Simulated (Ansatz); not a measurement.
# Decaying states in the gap of Cs4KCl5, part 3 of 3

Wanted: the relaxed cell of Cs4KCl5, its band edges and its decay constants. It is built by putting Cs for Na in the KNa4Cl5 structure of space group Immm, with the volume rescaled by atomic radii. The parent structure comes from the Materials Project.

Ansatz 0.2.0; PBE DFT, plane waves, PAW files (the session's first sound run).

So far, gap on path (eV): step 3 (band edges, PBE) 4.79; step 5 (LDA) 4.37.

The structure was built from a prototype and need not be the compound's stable phase.

## 6. Complex bands at another level

This step: LDA DFT, plane waves, PAW files; complex bands by layer matching along the plane's normal (Ansatz 0.2.0).

The complex bands at that level, over its own gap, at (0, 0) and (0.5, 0).

input.yaml

```yaml
crystal:
  lattice:
    - [4.896096445, 0.0, 0.0]
    - [0.0, 6.973413453, 0.0]
    - [2.448048223, 3.486706726, 12.290979196]
  atoms:
    - { symbol: K, position: [0.0, 0.0, 0.0] }
    - { symbol: Cs, position: [0.4013658511, 0.4013658511, 0.1972682978] }
    - { symbol: Cs, position: [0.8040463949, 0.8040463949, 0.3919072102] }
    - { symbol: Cs, position: [0.1959536051, 0.1959536051, 0.6080927898] }
    - { symbol: Cs, position: [0.5986341489, 0.5986341489, 0.8027317022] }
    - { symbol: Cl, position: [0.5894778505, 0.0894778505, 0.821044299] }
    - { symbol: Cl, position: [0.7978544749, 0.2978544749, 0.4042910502] }
    - { symbol: Cl, position: [0.2021455251, 0.7021455251, 0.5957089498] }
    - { symbol: Cl, position: [0.0, 0.5, 0.0] }
    - { symbol: Cl, position: [0.4105221495, 0.9105221495, 0.178955701] }
kpoints:
  mp_grid: { grid: [6, 6, 6] }
scf:
  occupations: { method: fixed }
hamiltonian:
  xc: lda
output:
  eigenvalues: true
  transmission:
    leads: [[0, 0]]
    kpoints: [[0.0, 0.0], [0.5, 0.0]]
    e_range: [-1.0, 5.37]
    de: 0.11
```

The run is started by

```
> ansatz run input.yaml --threads 2 --pin off --max-ram 4096MiB --backend cpu --events-out ev --progress --plain --runs-dir out
```

Numbers of over 12 decimals in the logs are rounded to 6 here.

The program printed:

```text
[...]
Crystal: 10 atoms, lattice volume = 419.645 Å³
Basis set: ecut = 420 eV, 8223 PW (Γ)
Bands: 50, of which v1, the nominal top of the filled ones, is band 40 counted from 1 (39 counted from 0)
Symmetry: 8 space group operations
[...]
k-points: 46 of 216
[...]
SCF iter   1: F=—  HF=-28755.469642 eV  |F-HF|=—  |Δ(HF+E_count)|=         —  Δρ=4.79e-3  dr2=1.19e-1  ethr=1.77e-3  ⟨swp⟩=5.5  Hψ=8110  notcnv=0  defer=304
[...]
SCF iter   7: F=-28755.431532 eV  HF=-28755.431532 eV  |F-HF|=1.24e-9  |Δ(HF+E_count)|=   5.58e-8  Δρ=1.67e-6  dr2=1.50e-8  ethr=1.25e-10  ⟨swp⟩=16.9  Hψ=13386  notcnv=0
SCF 1 converged in 7 iterations: F = -28755.431532 eV  dr2 = 1.50e-8
[...]
transmission: 16 of 32 steps passed
transmission: 32 of 32 steps passed
SCF converged after 7 iterations
Free energy (F): -28755.431532 eV
[...]
Internal energy: -28755.431532 eV  (E = F + TS)
E sigma→0 (E₀):  -28755.431532 eV
Fermi energy:    0.655843 eV
[...]
--- Band table (eV; the first three rows and the last of 46) ---
  k-point 0: bands = [... 36 lower, 0.6178, 0.6209, 0.6283, 0.6530, 5.0246, 6.2090, 6.4392, 6.6159, ... 6 higher]
  k-point 1: bands = [... 36 lower, 0.5881, 0.6195, 0.6202, 0.6538, 5.0902, 6.0826, 6.2797, 6.7090, ... 6 higher]
  k-point 2: bands = [... 36 lower, 0.5753, 0.6053, 0.6171, 0.6552, 5.2763, 5.8706, 6.0100, 6.9571, ... 6 higher]
  k-point 45: bands = [... 36 lower, 0.4694, 0.4969, 0.5924, 0.6057, 7.1399, 7.1738, 7.2046, 7.2685, ... 6 higher]
--- Transmission ---
  basis      : 303 plane waves across, 16 finite elements along
  points     : 2, as listed
[...]
crystal 0  : Cl5Cs4K1, at the sites [0, 0], period 12.2910 Å: whole cells are its period
[...]
channels       : 0.000000e0 a spin
[...]
slowest decay  : 0.3726 /Å at (0.0000, 0.0000)
```

Run time: 2.2 min. Hardware: 2 threads of Intel Xeon Platinum 8488C (Sapphire Rapids), shared host; peak memory 2 GiB; 4.4 min of CPU time.

This step gave:

| Quantity | Value |
| --- | --- |
| level to which the leads are filled | 2.184 eV from the Fermi level |
| decay constant at the filling level, zone centre | 0.3726 Å⁻¹ |
| decay constant at the filling level, slowest listed point | 0.3726 Å⁻¹ |

K parallel (0, 0); values up to 1.466 1/Å, a degenerate pair printed once or twice; energies at which all values exceed this have no row. Im kz of the slowest decaying states against energy, zero at the highest filled level on the SCF mesh:

```csv
energy (eV),decay 1 (Å⁻¹),decay 2 (Å⁻¹),decay 3 (Å⁻¹),decay 4 (Å⁻¹)
-1.000,0.327,0.517,0.803,0.809
-0.450,0.00386,0.226,0.513,0.784
-0.010,0.0804,0.112,0.112,0.167
0.540,0.299,0.343,0.439,0.490
0.980,0.350,0.408,0.515,0.566
1.530,0.375,0.451,0.566,0.621
1.970,0.377,0.469,0.588,0.636
2.520,0.361,0.475,0.593,0.602
2.960,0.334,0.469,0.555,0.605
3.510,0.278,0.444,0.510,0.599
3.950,0.204,0.403,0.479,0.589
4.500,0.320,0.443,0.549,0.569
5.050,0.179,0.403,0.490,0.540
```

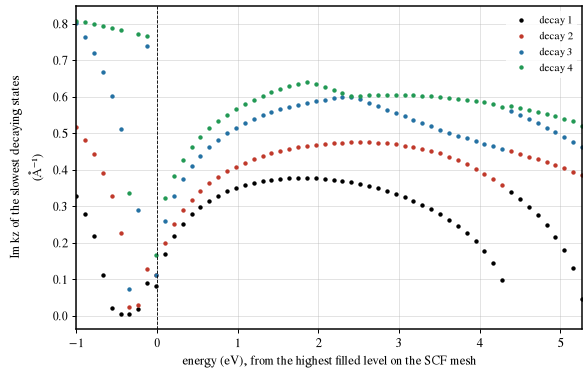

Im kz of the slowest decaying states against energy.

K parallel (0.5, 0); values up to 1.466 1/Å, a degenerate pair printed once or twice; energies at which all values exceed this have no row. The Im kz of the slowest decaying states by energy, zero at the highest filled level on the SCF mesh:

```csv
energy (eV),decay 1 (Å⁻¹),decay 2 (Å⁻¹),decay 3 (Å⁻¹),decay 4 (Å⁻¹)
-1.000,0.318,0.428,0.985,1.12
-0.450,0.0987,0.721,1.12,1.32
-0.010,0.0886,0.163,0.165,1.13
0.540,0.397,0.429,0.686,1.15
0.980,0.480,0.511,0.721,1.16
1.530,0.546,0.572,0.718,1.16
1.970,0.584,0.602,0.698,1.13
2.520,0.620,0.625,0.658,1.07
2.960,0.617,0.634,0.640,1.00
3.510,0.554,0.635,0.658,0.923
3.950,0.490,0.628,0.666,0.856
4.500,0.388,0.610,0.666,0.772
5.050,0.224,0.574,0.659,0.685
```

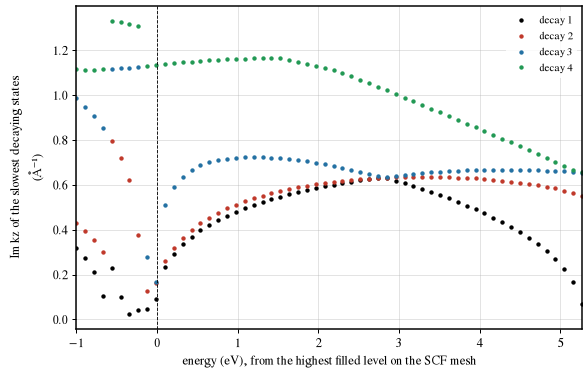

Im kz of the slowest decaying states against energy.

At the listed wavevectors the last open channel is at -0.12 eV and the next at +4.39 eV on the grid. At +2.19 eV, the grid energy nearest the filling level (the middle of the gap on the SCF mesh), the slowest state at the listed wavevectors decays with κ = 0.373 Å⁻¹, its amplitude falling by e over 2.7 Å; the first such run, plane (001), gave 0.399 Å⁻¹.

## 7. Outcome

| Quantity | Value |
| --- | --- |
| band gap | 4.79 eV |
| least decay constant at mid-gap, normal to (001) | 0.399 Å⁻¹ |
| least decay constant, LDA | 0.373 Å⁻¹ |

What this shows: With PBE, the slowest decay at the wavevectors tried is κ = 0.399 Å⁻¹, normal to (001). Through such a film the transmission near mid-gap falls as exp(−2κd), a factor of ten every 2.9 Å. A free electron under a barrier of half the gap would need a mass of 0.25 mₑ to decay at this rate. With LDA the gap goes from 4.79 to 4.37 eV and the decay constant, over the first 2 listed wavevectors, from 0.399 to 0.373 Å⁻¹. The compound is made up by substitution; its stability against other phases and against distortions of the cell's symmetry was not tested. A semilocal functional narrows gaps, so real decay constants are likely larger.

[Logs are printed without paths, hosts, clocks, repeated set-up lines and the standing remarks that a program may print on its own settings, such as how far it seeks lower states.]

[Hosts, paths, dates, database ids (printed as entryN), source tags and the programs' standing remarks are cut or masked in the printed files.]

[New means built here by substitution; the compound itself may be known and measured.]
